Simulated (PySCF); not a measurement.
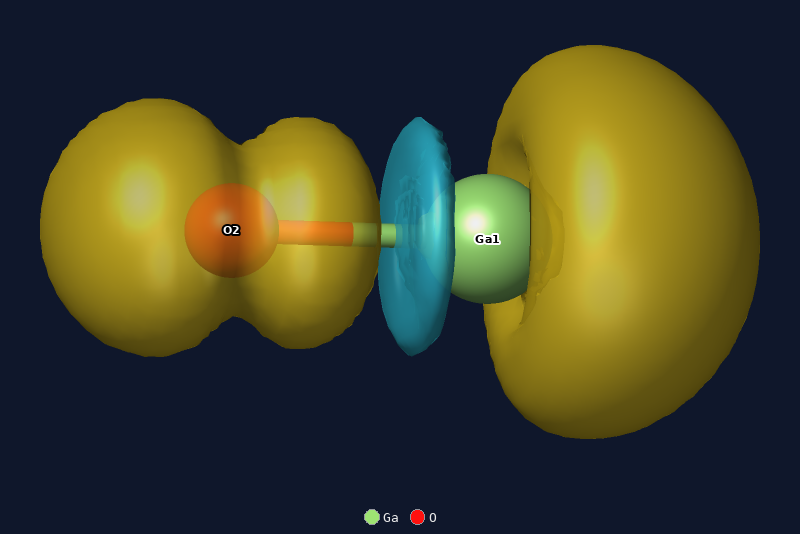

GaO (doublet). Isosurfaces of the spin density at +0.02 (yellow) and −0.02 e/Å³ (cyan), seen from one side.

Level of theory: PySCF 2.14.0, PBE0/pcseg-1, non-relativistic, at a bond length of 1.732 Å.

```yaml
atoms:
  - { symbol: Ga, position_ang: [0.0000, 0.0000, -0.3262] }
  - { symbol: O, position_ang: [0.0000, 0.0000, 1.4058] }
```

Where is the unpaired spin?

The unpaired spin (1 electron) lies mostly on O2 (about 0.5) and Ga1 (about 0.5), in electrons by Hirshfeld's partition.
